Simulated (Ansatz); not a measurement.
H: several calculations on one system

Part 1: Relaxation

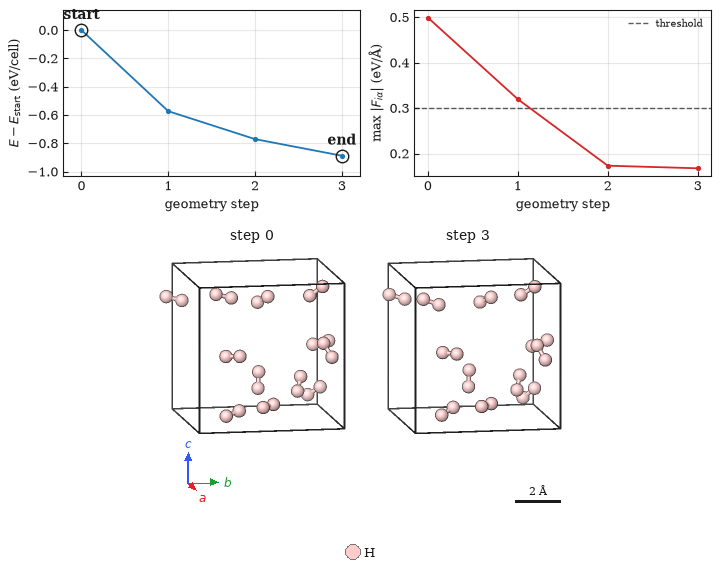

First and last geometry of a relaxation of an amorphous cell of composition H, with the history of the run. A ball-and-stick model of the cell of the calculation, seen slightly off an axis.

The cell holds 12 H2. The run prepares the start of a later molecular dynamics calculation, from a guessed geometry.

All numbers below come from Ansatz, DFT PBE-D3(BJ), scalar-relativistic, plane waves, PAW. (plane-wave cutoff 420 eV; k-point mesh 1 × 1 × 1; occupations fermi dirac; smearing width 0.05 eV; no spin polarisation; atoms relaxed in a fixed cell; force threshold 0.3 eV/Å; at most 15 steps)

> Read the history and describe the run.

It converged. The largest move is that of an H atom, 0.50 Å along [−1 −3 −3]. The cell doesn't change. Near-neighbour distances that change, for instance: H–H 0.737 → 0.752 Å. The energy falls by 0.888 eV per cell of the calculation in 3 geometry steps. Largest force component: 0.5 eV/Å at the start, 0.17 eV/Å at the end. Cost: 4.6 s on 1 thread of Intel(R) Xeon(R) Platinum 8259CL CPU @ 2.50GHz (Skylake/Cascade Lake), on a shared host, peak memory 0.38 GiB.

Limits of the set-up: the program's low-accuracy preset was used; the periodic images lie only 6.6 Å apart, so the values are limited by the cell's size.

Part 2: Dynamics

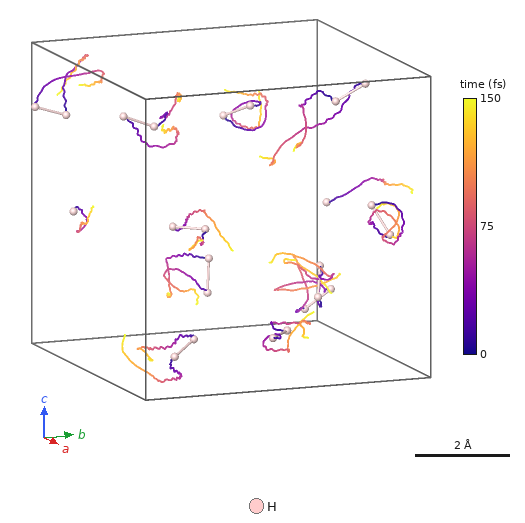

Molecular dynamics of a periodic cell with 12 H2 at 0.139 g/cm³, 150 fs long. Lines trace each atom's path, coloured by time; spheres stand at the starting positions. Seen slightly off an axis in the simulation cell.

The calculation used DFT PBE-D3(BJ), scalar-relativistic, plane waves, PAW in Ansatz. Run with plane-wave cutoff 420 eV; k-point mesh 1 × 1 × 1; Fermi-Dirac smearing 0.05 eV; low-accuracy preset; Langevin thermostat (NVT); set temperature 250 K; time step 0.5 fs; friction 0.02 per fs.

### How do the atoms move?

Root-mean-square distances from the starting positions over the second half, with the common drift of all atoms taken out: H 1.16 Å. The molecules turn and drift from their places. The mean temperature in the second half is 225 K (standard deviation 35 K). The potential energy in the second half lies on average 2.4 meV per atom below the first frame.

Limits of the set-up: the program's low-accuracy preset was used; the periodic images lie only 6.6 Å apart, so the values are limited by the cell's size.

Part 3: Dynamics

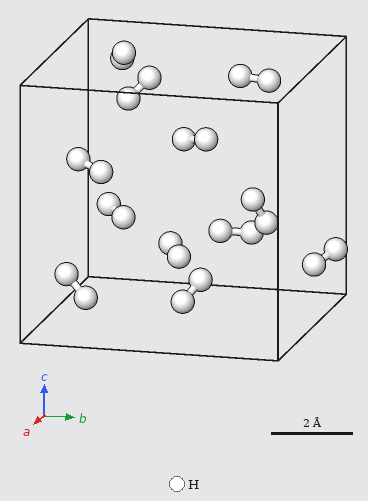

Starting frame of a dynamics run of a periodic cell with 12 H2 at 0.139 g/cm³. It starts from the last geometry of an earlier run, with fresh velocities. A ball-and-stick model of the simulation cell, seen slightly off an axis.

Level of theory: DFT PBE-D3(BJ), scalar-relativistic, plane waves, PAW in Ansatz.

Input
```yaml
accuracy: low
crystal:
  lattice:
    - [6.603854, 0.0, 0.0]
    - [0.0, 6.603854, 0.0]
    - [0.0, 0.0, 6.603854]
  atoms:
    - { symbol: H, position: [0.45029466, 1.16577441, 0.53086685] }
    - { symbol: H, position: [0.40239676, 1.06471817, 0.56139701] }
    - { symbol: H, position: [0.93073279, 0.60930475, 0.1821969] }
    - { symbol: H, position: [0.85685511, 0.65900318, 0.25142599] }
    - { symbol: H, position: [0.20474392, 1.01025388, 0.22566158] }
    - { symbol: H, position: [0.28721651, 0.94802431, 0.18321302] }
    - { symbol: H, position: [0.80297346, 0.28889577, 0.50594429] }
    - { symbol: H, position: [0.88166118, 0.36641648, 0.48041559] }
    - { symbol: H, position: [0.66548689, 0.54374074, 0.73954772] }
    - { symbol: H, position: [0.71635138, 0.64319029, 0.75881505] }
    - { symbol: H, position: [0.43856707, 0.34993571, 0.90591857] }
    - { symbol: H, position: [0.48416444, 0.2805203, 0.83245213] }
    - { symbol: H, position: [0.0611536, 0.15106295, 0.89199498] }
    - { symbol: H, position: [-0.04267715, 0.11709477, 0.84212002] }
    - { symbol: H, position: [0.26642258, 0.38547797, 0.22184093] }
    - { symbol: H, position: [0.36063404, 0.44340776, 0.19846008] }
    - { symbol: H, position: [0.65236653, 0.15958715, 0.09476439] }
    - { symbol: H, position: [0.6407181, 0.08215525, 0.17829631] }
    - { symbol: H, position: [0.88502185, 0.86898445, 0.58460384] }
    - { symbol: H, position: [0.83749396, 0.90897748, 0.48525317] }
    - { symbol: H, position: [0.15650193, 0.62716271, 0.85925258] }
    - { symbol: H, position: [0.16367613, 0.74062962, 0.8504833] }
    - { symbol: H, position: [0.50593032, 0.64292753, 0.34959462] }
    - { symbol: H, position: [0.46103896, 0.75226768, 0.33920024] }
basis:
  ecutwfc: 420.0
kpoints:
  mp_grid: { grid: [1, 1, 1] }
hamiltonian:
  xc: pbe
  dispersion: d3bj
scf:
  occupations: { method: fermi_dirac, width: 0.05 }
  lower_state_search: "off"
md:
  timestep: 0.5
  n_steps: 400
  ensemble: nve
  temperature: 250.0
  initial_velocities: maxwell_boltzmann
  seed: 620192
```

Command:
```bash
ansatz run input.yaml --threads 1 --pin off --max-ram 3072MiB --backend cpu --events-out ev --progress --plain --runs-dir out
```

> What does the trajectory do?

Over the second half the temperature averages 249 K (spread ±16 K). The potential energy in the second half lies on average 0.1 meV per atom above the first frame. Root-mean-square distances from the starting positions over the second half, with the common drift of all atoms taken out: H 1.75 Å. The molecules turn and drift from their places. The total energy stays between 0 and 0.12 meV per atom of its start. A straight-line fit has a slope that amounts to −0.0052 meV per atom over 200 fs (under 0.1 % of the mean kinetic energy), and the ripple about it is 1.3 % of the kinetic energy's fluctuation. With a drift under 2 % and a ripple under 7 %, the integration is accurate.

Along the run (each row but the first and the last is the mean over the interval that it begins):

```csv
time (fs),potential energy (meV/atom),T (K)
0.0,0.0,250
25.0,2.5,230
50.0,2.4,231
75.0,-1.8,265
100.0,-2.3,269
125.0,-0.9,258
150.0,1.8,236
175.0,1.9,235
200.0,0.7,245
```

The paths of the atoms:

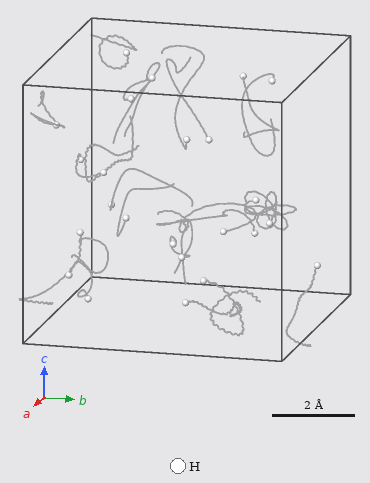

Limits of the set-up: the program's low-accuracy preset was used; the periodic images lie only 6.6 Å apart, so the values are limited by the cell's size.
